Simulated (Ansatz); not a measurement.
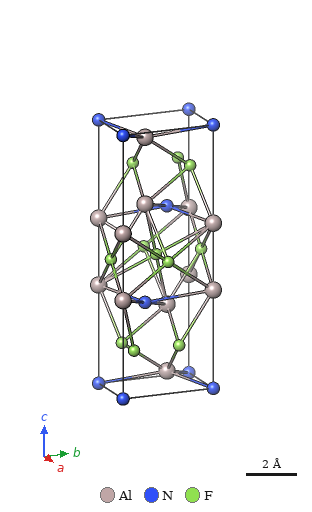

Starting structure of solid Al$_{2}$NF$_{3}$ (a generated structure, set up in R-3m) (coarse preliminary run). A ball-and-stick model of the conventional cell (3 times the calculation's cell), seen slightly off an axis. Lengths and directions refer to the drawn axes.

Computed with DFT PBE, scalar-relativistic, plane waves, PAW in Ansatz 0.2.0.

The input:
```yaml
crystal:
  lattice:
    - [2.45059429, 1.41485127, 3.59509273]
    - [-2.45059429, 1.41485127, 3.59509273]
    - [0.0, -2.82970254, 3.59509273]
  atoms:
    - { symbol: Al, position: [0.62677699, 0.62677699, 0.62677699] }
    - { symbol: Al, position: [0.37322301, 0.37322301, 0.37322301] }
    - { symbol: "N", position: [0.0, 0.0, 0.0], spin: 1.0 }
    - { symbol: F, position: [0.0, 0.5, 0.0], spin: 1.0 }
    - { symbol: F, position: [0.5, 0.0, 0.0], spin: 1.0 }
    - { symbol: F, position: [0.0, 0.0, 0.5], spin: 1.0 }
basis:
  ecutwfc: 420
kpoints:
  mp_grid: { grid: [6, 6, 6] }
hamiltonian:
  xc: pbe
scf:
  occupations: { method: gaussian, width: 0.1 }
  lower_state_search: "off"
output:
  forces: true
  stress: true
  eigenvalues: true
  populations: true
magnetization:
  spin_polarized: true
relax:
  adjacent_minimum: "off"
  f_tol: 0.04
  max_steps: 70
  cell: { stress_tol: 0.4 }
```

Launched with:
```bash
ansatz run input.yaml --threads 1 --pin off --max-ram 2560MiB --backend cpu --events-out ev --progress --plain --runs-dir out
```

Q: Predict the outcome.

A: The largest moves relative to the cell, 1.63 Å, are those of Al1 and Al2. Al2 goes along −c. F and N stay in place. The volume changes by +12.4 %, with a = b 4.901 → 4.613 Å (−5.9 %), c 10.785 → 13.683 Å (+26.9 %). Among the contacts that change: Al1–F4 2.806 → 4.077 Å, Al1–F4 (another image) 2.639 → 1.793 Å, Al1–N3 2.862 → 2.874 Å. The space group stays R-3m (No. 166). After 17 accepted moves (21 points after the start) the energy has fallen by 7.497 eV per cell of the calculation. The largest force component goes from 0.68 to 0.0059 eV/Å. The pressure goes from −4.80 to 0.14 GPa. The line search rejected the trial step at point 13 of the run. At 3 points the geometry stayed and the basis and grid were re-selected for the new cell (energy shift of 0.265 eV per cell of the calculation at most each time). The run took 6.6 min on 1 thread of Intel(R) Xeon(R) Processor @ 2.50GHz (Skylake/Cascade Lake), with other jobs on the host, peak memory 0.45 GiB.

Final geometry:

```
Al N F
1.0
     2.30671    1.33178    4.56114
    -2.30671    1.33178    4.56114
     0.00000   -2.66356    4.56114
Al N F
2 1 3
Direct
  0.74563 0.74563 0.74563
  0.25437 0.25437 0.25437
  0.00000 0.00000 0.00000
  0.00000 0.50000 0.00000
  0.50000 0.00000 0.00000
  0.00000 0.00000 0.50000
```

The end point in the same view:

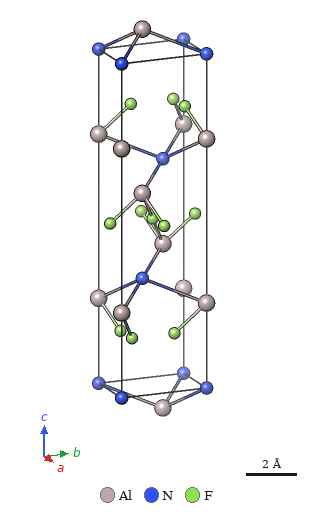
